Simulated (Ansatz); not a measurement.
**C₃H₈OSi (SMILES CC1C[SiH2]O1): density, localisation and related maps**

Input file:

```
crystal:
  periodic: [false, false, false]
  atoms:
    - {symbol: C, position_ang: [-1.455721, 0.402421, -0.840550]}
    - {symbol: C, position_ang: [-0.608421, -0.139775, 0.279095]}
    - {symbol: C, position_ang: [0.656220, -0.923130, -0.163171]}
    - {symbol: Si, position_ang: [1.532513, 0.374764, 0.857464]}
    - {symbol: O, position_ang: [-0.018687, 0.952875, 1.041927]}
    - {symbol: H, position_ang: [-2.242390, 1.048284, -0.445540]}
    - {symbol: H, position_ang: [-1.921306, -0.417108, -1.394298]}
    - {symbol: H, position_ang: [-0.845534, 0.987941, -1.533118]}
    - {symbol: H, position_ang: [-1.223046, -0.734644, 0.963223]}
    - {symbol: H, position_ang: [0.822760, -0.892797, -1.240157]}
    - {symbol: H, position_ang: [0.691558, -1.955929, 0.179550]}
    - {symbol: H, position_ang: [2.173517, -0.061328, 2.128277]}
    - {symbol: H, position_ang: [2.459033, 1.323626, 0.182199]}
basis:
  gaussian: {orbitals: def2-TZVPP}
hamiltonian: {xc: pbe0, dispersion: d4}
output: {orbitals: {seedname: orbitals}}
```

Run with:

```sh
ansatz run in.yaml --threads 4 --pin off --events-out ev --progress --plain --max-ram 10444MiB
```

Geometry: PBE0-D4/def2-TZVP.

Method: Ansatz 0.2.0, RKS PBE0-D4/def2-TZVPP.

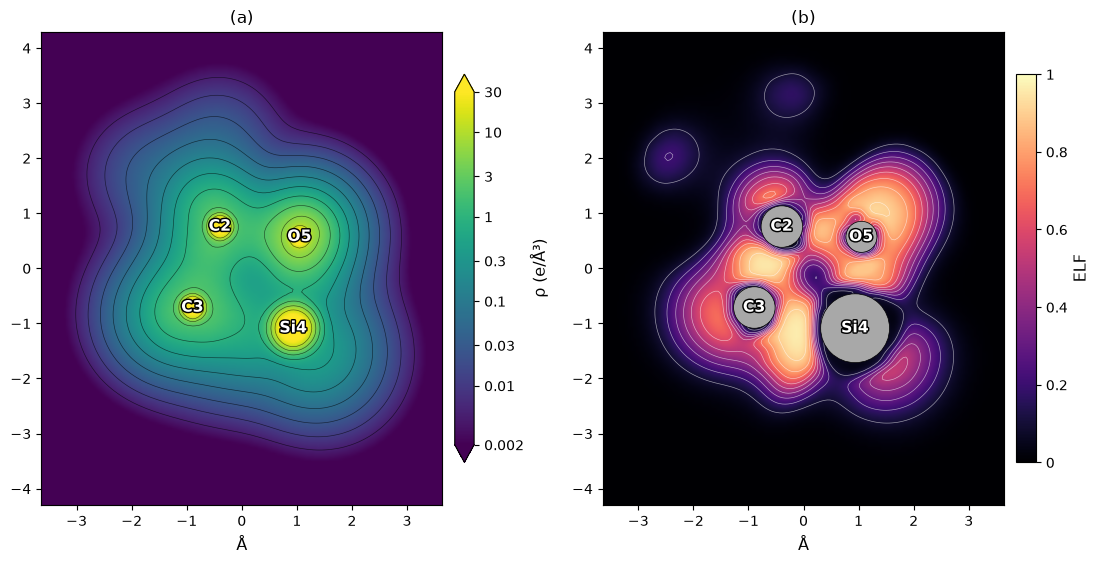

Figure 1. (a) total electron density; (b) electron localisation function on the plane of atoms C3, C2 and O5. Grey discs cover the atomic cores in the ELF map.

> What do the fields say about this system?

- Atoms in the plane: C, Si and O.
- C–O (1.46 Å): the density is about 1.9 e/Å³ at the midpoint, with its minimum of 1.6 e/Å³ about 0.5 Å from C; the ELF peaks at about 0.85 between the atoms: a polar covalent bond.
- Si–O (1.67 Å): the density is about 1.2 e/Å³ at the midpoint; the ELF peaks at about 0.90 between the atoms (a shared but strongly polarised pair).
- C–Si (1.87 Å): the density is about 0.94 e/Å³ at the midpoint; the ELF peaks at about 0.95 between the atoms: localised, covalent bonding.
- C–C (1.55 Å): ρ is about 1.6 e/Å³ halfway; the ELF peaks at about 0.95 between the atoms, as expected for a shared electron pair.
- The ELF also peaks beside O5, away from the bonds: lone-pair regions.

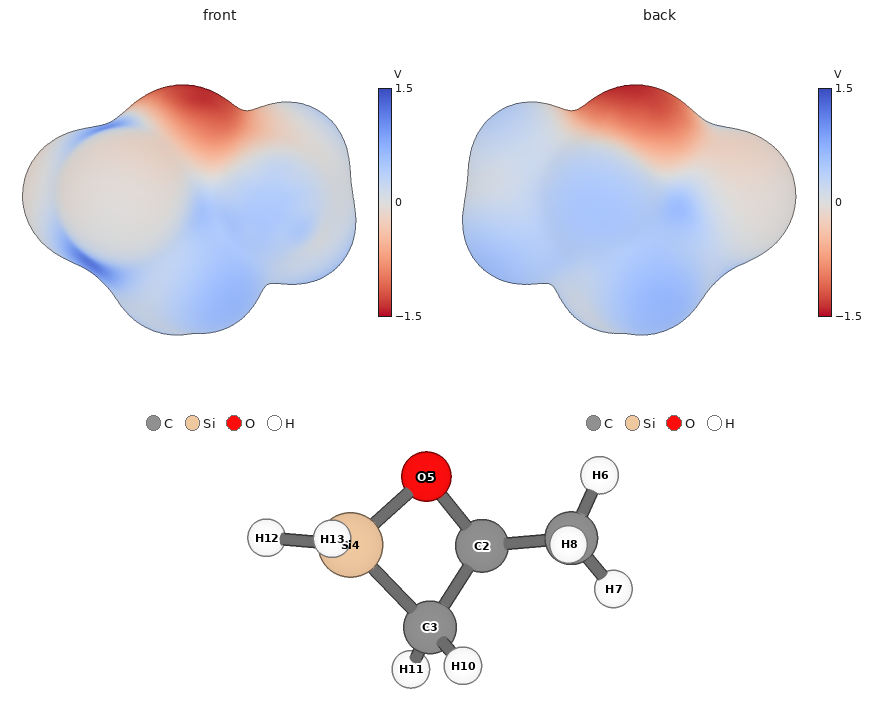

Figure 2. The molecular electrostatic potential painted on the density surface at 0.001 e/bohr³, seen from the front and from behind; red is negative and blue positive. The bare structure is drawn below in the same view.

> Where is the surface potential most negative and most positive?

The most negative region (about −1.4 V) lies over O5, the most positive (about +1.0 V) over Si4. O5 is the likeliest acceptor of a hydrogen bond.

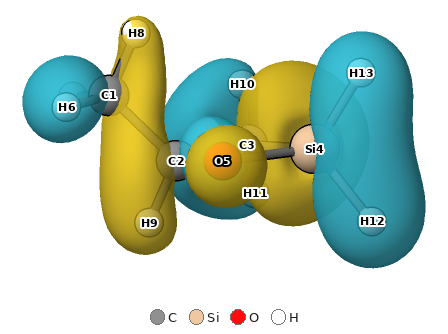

Figure 3. The HOMO−1 at ±0.08 Å⁻³ᐟ² (yellow and cyan are the two phases), seen at an oblique angle.

> Describe this orbital and give its energy.

It lies mainly on C3 (about 35 %), Si4 (about 25 %) and C2 (about 10 %). Its energy is −8.29 eV.
